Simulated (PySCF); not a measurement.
**Run report: C₃H₁₁BN₂Si, excited-state calculation**

C₃H₁₁BN₂Si, computed with TDDFT CAM-B3LYP/def2-SVPD, vertical, gas phase, core orbitals frozen in the response (PySCF 2.14.0).

The geometry comes from this level: GFN2-xTB. It belongs to a series of runs on one base structure; here: constitutional isomer.

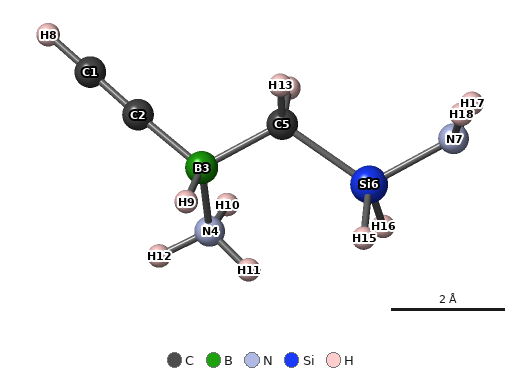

Fig. 1: The structure as given in the input (ball-and-stick view, seen at a tilt; atoms are numbered from 1 in the order of the input).

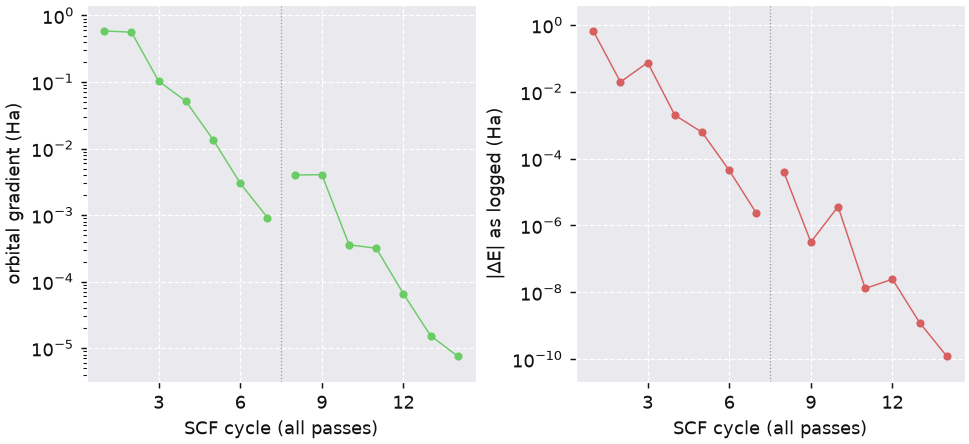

Fig. 2: Convergence of the self-consistent field: orbital gradient and size of the energy change against the SCF cycle. The dotted line marks the change from a coarse to the final integration grid. The first 7 cycles use a coarse grid, the final grid takes over at cycle 8, and the field converges after 14 cycles in all.

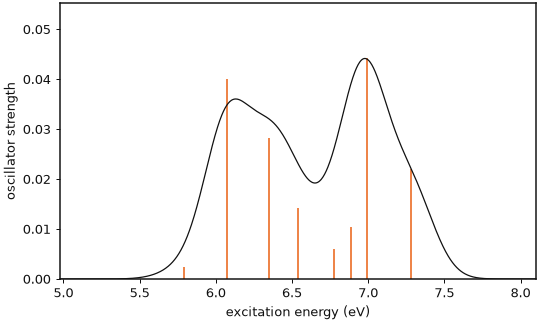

Fig. 3: Computed excitations as sticks (degenerate states added up, dark ones marked on the axis), with a Gaussian envelope of 0.35 eV full width at half maximum, scaled to the tallest. Of the 8 states the lowest lies at 5.79 eV (f = 0.003); the strongest line is at 6.99 eV, or 177 nm (f = 0.044).

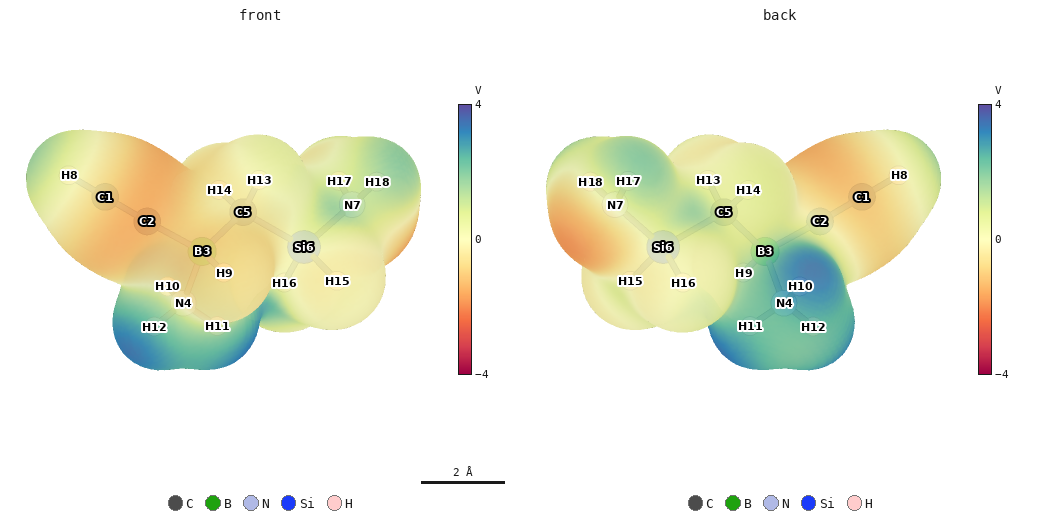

Fig. 4: The molecular electrostatic potential painted on the density surface at 0.004 e/bohr³, seen at a tilt and from behind; the colour scale runs from red (negative) to blue (positive).

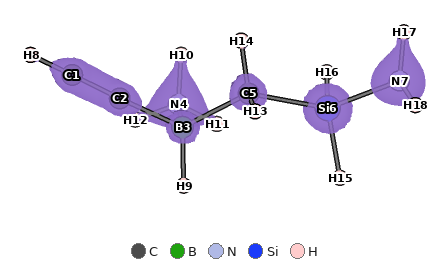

Fig. 5: Isosurface of the electron density at 2 e/Å³ (purple), seen from the side. At this value the surface falls into twelve separate pieces. It is pinched off along the C–B (1.55 Å), B–N (1.66 Å) and Si–N (1.73 Å) contacts. On the grid the lowest density along these lines, outside the cores, is 2.8 e/Å³ (C–C, 1.20 Å), 1.2 e/Å³ (C–B, 1.55 Å), 0.71 e/Å³ (B–N, 1.66 Å) and 0.9 e/Å³ (Si–N, 1.73 Å).

These pictures come from the run below.

**The input**
```
{"job": {"kind": "uv", "xc": "CAM-B3LYP", "basis": "def2-SVPD", "nstates": 8, "ntriplets": 3}, "charge": 0, "multiplicity": 1}
C     -2.936142     2.056225    -0.303708
C     -2.144848     1.269616     0.143051
B     -1.084963     0.277549     0.691643
N     -1.521739    -1.193599     0.054643
C      0.404506     0.603287     0.107366
Si     1.732418    -0.725172     0.347256
N      3.356279    -0.310945    -0.090030
H     -3.629737     2.752017    -0.682565
H     -1.126525     0.143539     1.876248
H     -1.421924    -1.135098    -0.953150
H     -0.897742    -1.904601     0.418872
H     -2.485585    -1.396424     0.297758
H      0.754317     1.522950     0.583305
H      0.337634     0.848640    -0.959045
H      1.837908    -1.179429     1.738117
H      1.441661    -1.894296    -0.521133
H      3.535562    -0.076021    -1.053501
H      3.840162     0.348081     0.498938
```

The first line tells a small driver script what to run in PySCF; the rest is the geometry in Å.

Launch command:
```bash
OMP_NUM_THREADS=1 python <driver script> task.json out
```

**The program's output**
```
coarse grid: 14912 points
cycle   1  E = -544.2094304404  dE =  6.607e-01  |g| = 5.860e-01  |ddm| = 1.212e+01
cycle   2  E = -544.2290304924  dE = -1.960e-02  |g| = 5.606e-01  |ddm| = 2.759e+00
cycle   3  E = -544.3039421383  dE = -7.491e-02  |g| = 1.032e-01  |ddm| = 1.216e+00
cycle   4  E = -544.3059323156  dE = -1.990e-03  |g| = 5.142e-02  |ddm| = 2.491e-01
cycle   5  E = -544.3065441267  dE = -6.118e-04  |g| = 1.360e-02  |ddm| = 1.281e-01
cycle   6  E = -544.3065883396  dE = -4.421e-05  |g| = 3.002e-03  |ddm| = 3.103e-02
cycle   7  E = -544.3065906388  dE = -2.299e-06  |g| = 9.162e-04  |ddm| = 1.163e-02
final grid: 137840 points
cycle   8  E = -544.3832420339  dE = -4.070e-05  |g| = 4.006e-03  |ddm| = 1.833e-01
cycle   9  E = -544.3832423501  dE = -3.162e-07  |g| = 4.047e-03  |ddm| = 2.476e-02
cycle  10  E = -544.3832460181  dE = -3.668e-06  |g| = 3.578e-04  |ddm| = 6.536e-03
cycle  11  E = -544.3832460311  dE = -1.298e-08  |g| = 3.167e-04  |ddm| = 1.201e-03
cycle  12  E = -544.3832460557  dE = -2.454e-08  |g| = 6.541e-05  |ddm| = 5.617e-04
cycle  13  E = -544.3832460569  dE = -1.227e-09  |g| = 1.531e-05  |ddm| = 1.669e-04
cycle  14  E = -544.3832460570  dE = -1.210e-10  |g| = 7.536e-06  |ddm| = 6.092e-05
converged SCF energy = -544.3832460570

Static polarisability (au): isotropic 95.726, principal 78.956 86.640 121.582

Singlet excitations
state   eV       nm        f      main configurations
  1   5.7934    214.0   0.00250   H->L 0.64
  2   6.0731    204.2   0.04005   H->L+1 0.65, H-1->L+1 0.12, H-2->L+1 0.11
  3   6.3517    195.2   0.02833   H-1->L 0.41, H->L 0.15
  4   6.5400    189.6   0.01423   H->L+7 0.17, H-2->L 0.13, H->L 0.12
  5   6.7725    183.1   0.00599   H-1->L 0.26, H-2->L 0.20, H-1->L+8 0.10
  6   6.8844    180.1   0.01034   H-2->L+8 0.23, H-1->L+8 0.16, H-2->L+4 0.10
  7   6.9904    177.4   0.04416   H-2->L 0.35, H-1->L+2 0.08
  8   7.2841    170.2   0.02209   H->L+2 0.20, H->L+3 0.17

Triplet excitations (Tamm-Dancoff, eV): 5.3084 5.5180 5.7685
```

**Key numbers**

- outcome: converged
- total energy: −544.383246 hartree
- HOMO: −8.02 eV
- LUMO: 0.43 eV
- dipole moment: 3.36 D
- mean polarisability: 95.73 a.u.
- lowest singlet excitation: 5.79 eV
- hardware: 1 CPU thread, shared host
- wall time: 2 min
- peak memory: 1 GiB
